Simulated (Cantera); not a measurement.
Charge: 1 mol C2H4, 0.88 mol CO2, equilibrated at 1125 °C.

Cantera equilibrium calculation (NASA polynomials, part measured and part estimated; ideal gas, pure solids and liquids). Candidate condensed phases: C, C6H6, C7H8, C8H18, H2O; 110 gas species. The ideal-gas law is rough above about 30 bar. Kinetics and transport are ignored.

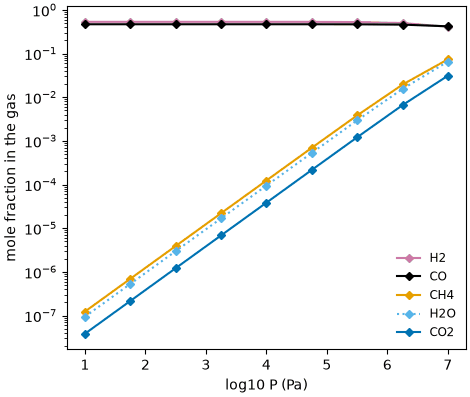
Figure. Equilibrium gas composition (values under 1e-9 drawn at 1e-9)

Question: Read off the mole fractions at 1800000 Pa.

Answer: H2 about 0.50, CO about 0.46, CH4 about 0.020, H2O about 0.016, CO2 about 0.0066.
